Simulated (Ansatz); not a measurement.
## Te2Au (P-3m1): Migdal–Eliashberg transition temperature

Wanted: λ, ω_log and Tc of Te2Au (P-3m1). The cell shown first is a relaxed one, from steps not shown here.

Calculated with Ansatz 0.2.0; DFT PBEsol, scalar-relativistic, plane waves, PAW.

In doubt: the program doubts the meshes or the phonons of the coupling sums, which bears on λ, Tc and transport values.

## 1. The cell after earlier relaxation steps

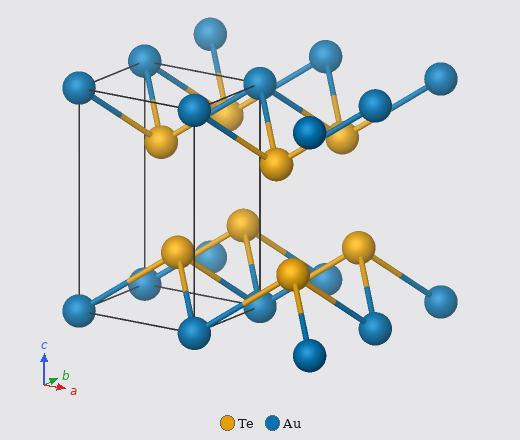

The starting structure, seen slightly off an axis (tellurium orange, gold blue). 2×2×1 cells are drawn. Bonds to atoms that aren't drawn are left out. Some periodic images of atoms are drawn too.

Coordinates:

```cif
data_structure
_symmetry_space_group_name_H-M 'P-3m1'
_symmetry_Int_Tables_number 164
_cell_length_a 4.1452
_cell_length_b 4.1452
_cell_length_c 5.1085
_cell_angle_alpha 90.000
_cell_angle_beta 90.000
_cell_angle_gamma 120.000
_cell_volume 76.02
loop_
_atom_site_label
_atom_site_type_symbol
_atom_site_symmetry_multiplicity
_atom_site_Wyckoff_symbol
_atom_site_fract_x
_atom_site_fract_y
_atom_site_fract_z
_atom_site_occupancy
Te1 Te 2 d 0.66667 0.33333 0.28957 1
Au1 Au 1 a 0.00000 0.00000 0.00000 1
```

## 2. Electron–phonon run: q 3×3×2, k 6×6×4, scattering 12×12×8

The run that gives the couplings also evaluates McMillan's and Allen and Dynes's formulas and, where asked, the Eliashberg equations, over a range of μ*.

Input file input.yaml:

```yaml
crystal:
  lattice:
    - [4.1451766548, 0.0, 0.0]
    - [-2.0725883274, 3.5898282863, 0.0]
    - [0.0, 0.0, 5.1085361921]
  atoms:
    - { symbol: Te, position: [0.6666666667, 0.3333333333, 0.2895749506] }
    - { symbol: Te, position: [0.3333333333, 0.6666666667, 0.7104250494] }
    - { symbol: Au, position: [0.0, 0.0, 0.0] }
kpoints:
  mp_grid: { grid: [6, 6, 4] }
hamiltonian:
  xc: pbesol
scf:
  occupations: { method: methfessel_paxton, width: 0.2 }
output:
  eigenvalues: true
phonons:
  method: dfpt
  qmesh: [3, 3, 2]
  temperatures: { t_max: 1000, t_step: 50 }
  qpath:
    path:
      - [[0.0, 0.0, 0.0], [0.5, 0.0, 0.0], [0.33333333, 0.33333333, 0.0], [0.0, 0.0, 0.0], [0.0, 0.0, 0.5], [0.5, 0.0, 0.5], [0.33333333, 0.33333333, 0.5], [0.0, 0.0, 0.5]]
      - [[0.5, 0.0, 0.5], [0.5, 0.0, 0.0]]
      - [[0.33333333, 0.33333333, 0.5], [0.33333333, 0.33333333, 0.0]]
    npoints: 10
  electrical_resistivity:
    mesh: [12, 12, 8]
    temperatures: [20.0, 50.0, 77.0, 100.0, 150.0, 200.0, 300.0, 400.0, 600.0, 800.0]
  superconductivity: { mesh: [12, 12, 8] }
```

On the command line:

```
ansatz run input.yaml --threads 4 --pin off --max-ram 10240MiB --backend cpu --events-out ev --progress --plain --runs-dir out
```

Numbers of over 12 decimals in the logs are rounded to 6 here.

The program printed:

```text
Engine: ansatz 0.2.0, aarch64-unknown-linux-gnu
Pseudopotentials: kind: paw
Pseudopotential: Te, paw, valence charge 16, recommended cutoff 420 eV (normal), Te.paw.azcp
Pseudopotential: Au, paw, valence charge 19, recommended cutoff 420 eV (normal), Au.paw.azcp
Functional definition: PBEsol
  exchange = pbesol_x
  correlation = pbesol_c
Crystal: 3 atoms, lattice volume = 76.017 Å³
Basis set: ecut = 420 eV, 1469 PW (Γ), exchange–correlation on 60×60×72 points (8 copies of the dense FFT grid, shifted against one another)
Bands: 31, of which v1, the nominal top of the filled ones, is band 26 counted from 1 (25 counted from 0)
Symmetry: 12 space group operations
k-points: 24 of 144
Non-local potential: Te, projectors of the file, l = 0: 2, l = 1: 2, l = 2: 2, l = 3: 2
Non-local potential: Au, projectors of the file, l = 0: 3, l = 1: 2, l = 2: 2, l = 3: 1
PAW form: soft (Blöchl's): semilocal exchange-correlation on the pseudo side does not see the compensation charge
PAW frozen core: Te, regenerated for the run's functional, and the local potential with it (the file was generated under x = pbe(κ = 0.804, μ = 0.219515), c = pbe(β = 0.066725))
PAW frozen core: Au, regenerated for the run's functional, and the local potential with it (the file was generated under x = pbe(κ = 0.804, μ = 0.219515), c = pbe(β = 0.066725))
PAW one-centre angular grid: Te, 590 points (default); XC on 64 Gauss nodes
PAW one-centre angular grid: Au, 590 points (default); XC on 64 Gauss nodes
Initial density: superposition of atomic densities (neutral atoms: chi_scale 0, normalization atom), corrected by the library's trained network
Initial wavefunctions: pseudopotential atomic-orbital guess
Functional: x = pbesol(κ = 0.804, μ = 0.123457), c = pbesol(β = 0.046)
SCF iter   1: F=—  HF=-26810.430122 eV  |F-HF|=—  |Δ(HF+E_count)|=         —  Δρ=3.36e-3  dr2=8.28e-3  ethr=1.77e-3  ⟨swp⟩=6.2  Hψ=3035  notcnv=0
preconditioner: auto → LDOS  [metal: Δε(μ)=0.133 eV  Ē_g=9.517 eV  σ=0.200 eV  W_gap=0.50  n_scr=22 (ndim 8)  ℏωp=20.4 eV  f_vac=0.011  D(μ)=1.53/eV (n_scr^D=8)  β→1.0]
SCF iter   2: F=—  HF=-26810.428623 eV  |F-HF|=—  |Δ(HF+E_count)|=   1.50e-3  S|Δr|=    0.00e0  Δρ=2.20e-3  dr2=3.43e-3  ethr=1.62e-5  ⟨swp⟩=2.0  Hψ=1525  notcnv=0
preconditioner: auto → Resta (q_TF=auto, 2.553 Å⁻¹)  ε∞=5.6  [insulator: Δε(μ)=0.143 eV  Ē_g=9.540 eV  σ=0.200 eV  W_gap=0.53  n_scr=22 (ndim 8)  ℏωp=20.4 eV  f_vac=0.006  D(μ)=1.52/eV (n_scr^D=8)  ε∞_Penn≈5.6  β→0.5]
SCF iter   3: F=—  HF=-26810.427053 eV  |F-HF|=—  |Δ(HF+E_count)|=   1.57e-3  S|Δr|=    0.00e0  Δρ=4.60e-4  dr2=1.53e-4  ethr=6.72e-6  ⟨swp⟩=2.0  Hψ=1307  notcnv=0
SCF iter   4: F=—  HF=-26810.427091 eV  |F-HF|=—  |Δ(HF+E_count)|=   3.78e-5  S|Δr|=    0.00e0  Δρ=1.30e-4  dr2=1.48e-5  ethr=2.99e-7  ⟨swp⟩=2.0  Hψ=1000  notcnv=0
[...]
vibrations of 18 cells: unjudged by the run; compare a larger repeat
  the changes of the potential over all sites missed a rigid shift's by 0.00 % (the site terms' by 0.03 %)
  at the force constants' own smearing the fine mesh and the k-points of their solves give squared frequencies that differ by 42.8 % of the larger at the most, at (0.3333, 0.3333, 0)
--- Superconductivity: potentials and phonons of a 3×3×2 supercell ---
           mesh         λ    ħω_log (meV)  μ* declared at (meV)
        12×12×8    0.6977           8.175                9.589
          6×6×4    0.9203           7.359                9.096
  λ by the species' shares of the modes' patterns: Te 0.5109, Au 0.1868
  with the Fermi level up to 17.9 meV (the hardest mode) off, states and modes as they are: density of states 0.6587 to 0.9143 /eV of one spin and cell, λ 0.6711 to 1.3717
  transition temperature on the deck's mesh (K), isotropic and anisotropic, restricted to the Fermi surface (FSR) and over the full bandwidth (FBW), and the last with the density of states resolved in a narrower window:
        μ*   McMillan   Allen–Dynes      iso. FSR      iso. FBW    aniso. FSR    aniso. FBW  narrow window
      0.08      3.828         3.984         3.768         3.993         3.985         4.986          4.997
      0.10      3.273         3.394         3.146         3.317         3.371         4.281          4.291
      0.12      2.752         2.845         2.582         2.708         2.810         3.624          3.634
      0.13      2.505         2.586         2.321         2.430         2.551         3.315          3.325
      0.14      2.268         2.338         2.076         2.169         2.306         3.021          3.030
      0.16      1.825         1.877         1.632         1.698         1.860         2.476          2.484
      0.20      1.079         1.106         0.926         0.960         1.137         1.576          1.581
  isotope coefficients −∂ln Tc/∂ln M under μ* = 0.13, the force constants as they are, of the isotropic transitions restricted to the Fermi surface and over the full bandwidth: Te 0.363 and 0.390, Au 0.045 and 0.048
  gaps at the Fermi level over the full bandwidth under μ* = 0.1, 1.070 K: 0.279 to 0.878 meV
  gaps at the Fermi level over the full bandwidth under μ* = 0.13, 0.829 K: 0.179 to 0.684 meV
  gaps at the Fermi level over the full bandwidth under μ* = 0.16, 0.619 K: 0.104 to 0.517 meV
  not converged in the mesh (λ, the transition temperature): between neighbouring meshes, the two finest first, λ moves by 31.90 % and the anisotropic transition temperature over the full bandwidth at μ* = 0.13 by 35.90 %; converged means that the two finest part by at most 2.00 % and 5.00 %
  vibrations of 18 cells: unjudged by the run; compare a larger repeat
  the changes of the potential over all sites missed a rigid shift's by 0.00 % (the site terms' by 0.03 %)
  at the force constants' own smearing the fine mesh and the k-points of their solves give squared frequencies that differ by 42.8 % of the larger at the most, at (0.3333, 0.3333, 0)
[key lines of the parts left out:]
SCF converged after 10 iterations
Free energy (F): -26810.427093 eV
Fermi energy:    12.849367 eV
```

Elapsed: 12 min, on 4 threads of Arm Neoverse V2, shared host; peak memory 5.4 GiB.

The column dr2 measures how far the density is from self-consistency, as an energy; F and HF (Harris–Foulkes) agree once it is small.

Numbers from this step:

```
volume per atom                                                                : 25.34 Å³
metallic on mesh                                                               : yes
gap on the k-mesh                                                              : 0 eV
zero point energy                                                              : 0.05193 eV/cell
share of imaginary modes in the plain interpolation between solved wavevectors : 0
highest frequency, solved or plainly interpolated                              : 143.7 cm⁻¹
Debye temperature (second moment)                                              : 184 K
resistivity at 300 K                                                           : 15.98 μΩ cm, mean of the axes
coupling constant λ                                                            : 0.6977
density of states at the Fermi level                                           : 0.6747 states/eV a spin and cell
log mean phonon energy ħω_log                                                  : 8.175 meV
transport coupling constant λ_tr                                               : 0.7944, 0.7944, 0.8206 (xx, yy, zz)
Drude plasma energy                                                            : 7.281, 7.281, 8.47 eV (xx, yy, zz)
resistivity times mean free path                                               : 10.96, 10.96, 8.014 × 10⁻¹⁶ Ω m² (xx, yy, zz)
second-moment phonon energy ħω₂                                                : 9.589 meV
```

Transition temperatures:

```
  μ*  McMillan Tc (K)  Allen–Dynes Tc (K)  isotropic Fermi-surface Tc (K)  isotropic full bandwidth Tc (K)  anisotropic Fermi-surface Tc (K)  anisotropic full bandwidth Tc (K)  anisotropic narrow window Tc (K)
0.08             3.83                3.98                            3.77                             3.99                              3.99                               4.99                                 5
 0.1             3.27                3.39                            3.15                             3.32                              3.37                               4.28                              4.29
0.12             2.75                2.84                            2.58                             2.71                              2.81                               3.62                              3.63
0.13              2.5                2.59                            2.32                             2.43                              2.55                               3.32                              3.32
0.14             2.27                2.34                            2.08                             2.17                              2.31                               3.02                              3.03
0.16             1.82                1.88                            1.63                              1.7                              1.86                               2.48                              2.48
 0.2             1.08                1.11                           0.926                             0.96                              1.14                               1.58                              1.58
```

The Eliashberg function α²F has structure finer than the step of the table below, so its rows give means over 1 meV, whole bins alone (the curve runs from 0.07 to 17.9 meV). Peaks (meV: height): α²F 7.5: 0.591, 8.6: 0.427, 15.2: 0.419, 16.5: 0.386; α²F tr 7.5: 0.695, 9.5: 0.510, 15.2: 0.456, 16.5: 0.403.

The Eliashberg function α²F by phonon energy; means over each step:

```
phonon energy (meV)      α²F   α²F tr
                  1   8.7e-5   3.9e-5
                  2  0.00174  0.00105
                  3   0.0130   0.0132
                  4   0.0513   0.0559
                  5    0.142    0.169
                  6    0.208    0.237
                  7    0.431    0.504
                  8    0.415    0.476
                  9    0.394    0.466
                 10    0.311    0.369
                 11    0.172    0.198
                 12   0.0301   0.0356
                 13   4.9e-4   6.6e-4
                 14    0.150    0.187
                 15    0.375    0.416
                 16    0.172    0.176
                 17    0.243    0.268
```

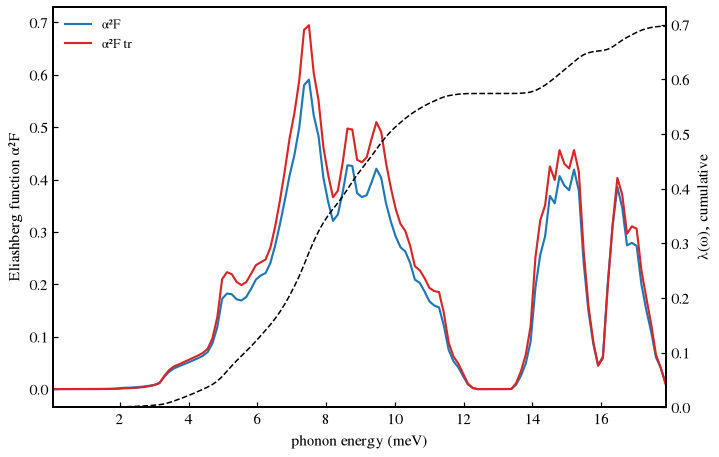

Eliashberg function α²F against phonon energy. The dashed line is the running λ.

The Eliashberg function α²F has structure finer than the step of the table below, so its rows give means over 1 meV, whole bins alone (the curve runs from 0.07 to 17.9 meV). Peaks (meV: height): α²F 7.5: 0.591, 8.6: 0.427, 15.2: 0.419, 16.5: 0.386; Te 7.5: 0.452, 9.5: 0.322, 14.8: 0.324, 16.5: 0.237; Au 7.5: 0.139, 8.6: 0.137, 15.2: 0.0981, 16.5: 0.148.

Eliashberg function α²F against phonon energy; means over each step:

```
phonon energy (meV)      α²F       Te       Au
                  1   8.7e-5   4.8e-5   2.4e-5
                  2  0.00174  0.00105   6.6e-4
                  3   0.0130  0.00958  0.00346
                  4   0.0513   0.0406   0.0107
                  5    0.142    0.106   0.0361
                  6    0.208    0.143   0.0651
                  7    0.431    0.319    0.112
                  8    0.415    0.305    0.110
                  9    0.394    0.286    0.109
                 10    0.311    0.228   0.0828
                 11    0.172    0.118   0.0541
                 12   0.0301   0.0234  0.00671
                 13   4.9e-4   4.4e-4   4.9e-5
                 14    0.150    0.117   0.0326
                 15    0.375    0.292   0.0826
                 16    0.172    0.112   0.0596
                 17    0.243    0.174   0.0688
```

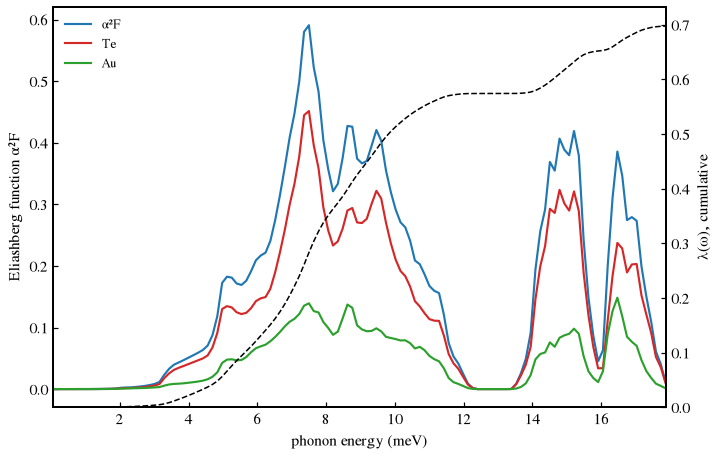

Eliashberg function α²F, plotted against phonon energy. The dashed line is the running λ.

Anisotropic full-bandwidth solution, weighted at the Fermi level. Gaps:

```
 mu*  T (K)  mean gap (meV)  5 % (meV)  95 % (meV)  mean Z
 0.1   1.07           0.632      0.473       0.809    1.74
 0.1   2.14           0.602       0.45       0.771    1.74
 0.1   3.21           0.485      0.363       0.623    1.74
 0.1   3.85           0.328      0.246       0.422    1.75
0.13  0.829           0.477      0.342       0.626    1.74
0.13   1.66           0.453      0.325       0.595    1.74
0.13   2.49           0.363      0.261       0.478    1.75
0.13   2.98           0.244      0.176       0.323    1.75
0.16  0.619           0.347      0.238       0.469    1.75
0.16   1.24           0.329      0.225       0.445    1.75
0.16   1.86           0.263       0.18       0.356    1.75
0.16   2.23           0.176      0.121       0.239    1.75
```

Table of dTc/da2F by phonon energy:

```
phonon energy (meV)  dTc/da2F (K/meV)
                  1                 -
                  2              4.90
                  3              4.54
                  4              4.09
                  5              3.68
                  6              3.33
                  7              3.02
                  8              2.77
                  9              2.54
                 10              2.35
                 11              2.17
                 12              2.03
                 13              1.89
                 14              1.77
                 15              1.66
                 16              1.56
                 17              1.47
```

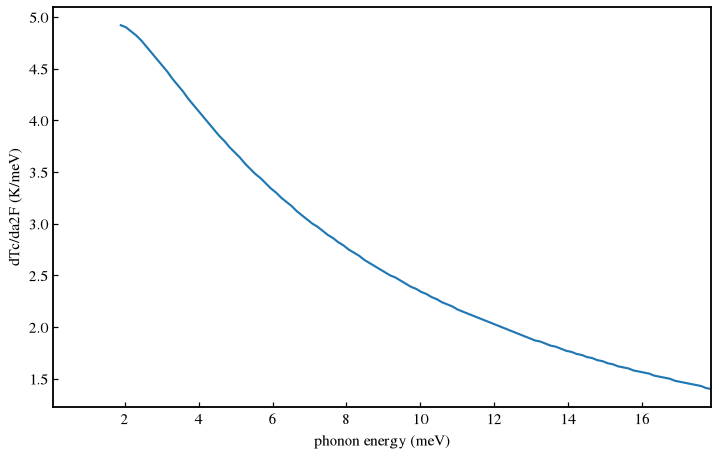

dTc/da2F, plotted against phonon energy.

The share of the Fermi-level states by lambda of a state:

```
lambda of a state  share of the Fermi-level states
            0.344                           1.0e-4
            0.376                           3.0e-4
            0.407                           0.0019
            0.438                           0.0118
            0.470                           0.0386
            0.501                           0.0473
            0.533                           0.0271
            0.564                           0.0822
            0.595                           0.0793
            0.627                           0.0601
            0.658                           0.0971
            0.690                           0.0682
            0.721                            0.126
            0.752                           0.0932
            0.784                           0.0582
            0.815                           0.0465
            0.847                            0.041
            0.878                           0.0418
            0.909                                0
            0.941                           0.0583
            0.972                           0.0155
            1.000                           0.0058
            1.030                                0
            1.070                           2.0e-4
```

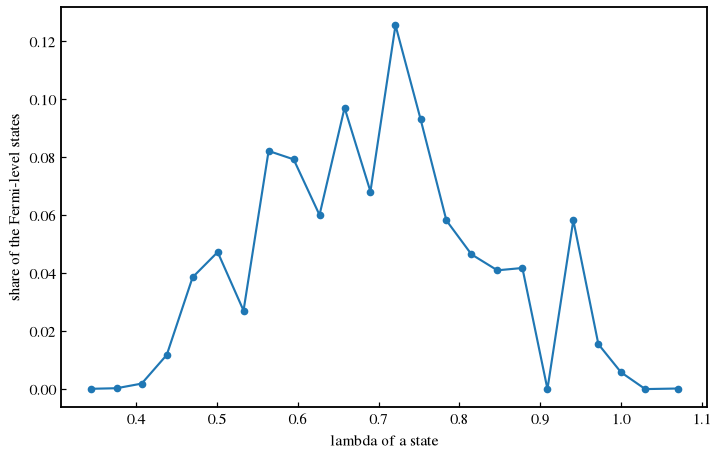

Share of the Fermi-level states, plotted against lambda of a state.

## 3. Summary of results

```
meshes                                 : q 3×3×2, k 6×6×4, scattering 12×12×8
coupling constant λ                    : 0.698
log mean phonon energy ħω_log          : 8.18 meV
Allen–Dynes Tc at μ* = 0.1             : 3.39 K
Allen–Dynes Tc at μ* = 0.13            : 2.59 K
anisotropic Eliashberg Tc at μ* = 0.1  : 4.28 K
anisotropic Eliashberg Tc at μ* = 0.13 : 3.32 K
```

What this shows: In the last run (PBEsol, q 3×3×2, k 6×6×4, scattering 12×12×8), with λ = 0.70 and ħω_log = 8.18 meV, Tc at μ* = 0.13 is 2.5 K by McMillan's formula, 2.6 K by Allen and Dynes's and 3.3 K by the anisotropic Eliashberg equations. Raising μ* from 0.10 to 0.16 lowers the Allen–Dynes value from 3.4 to 1.9 K. The mean gap at a quarter of Tc gives 2Δ/k_B Tc = 3.33, against 3.53 in weak-coupling theory. The gap spreads from 0.34 to 0.63 meV over nine tenths of the Fermi surface. By the run's own test λ is not converged in the fine mesh: it moves by 32 % between the two finest. The run's transport test calls it not converged in the mesh; ρ(300 K) moves by 49 % in the component that moves most. In 1 of the runs shown, the last among them, the interpolated phonons dip below zero somewhere, which the program warns of. These meshes are coarse. No spin–orbit coupling, which matters for Au. μ* is a typed number, phonons are harmonic, and spin fluctuations are left out; at μ* = 0.13 McMillan's formula turns 1 % in λ into about 2.9 % in Tc.

[Logs are printed without paths, hosts, clocks, repeated set-up lines and the standing remarks that a program may print on its own settings, such as how far it seeks lower states.]

[Hosts, paths, dates, database ids (printed as entryN), source tags and the programs' standing remarks are cut or masked in the printed files.]
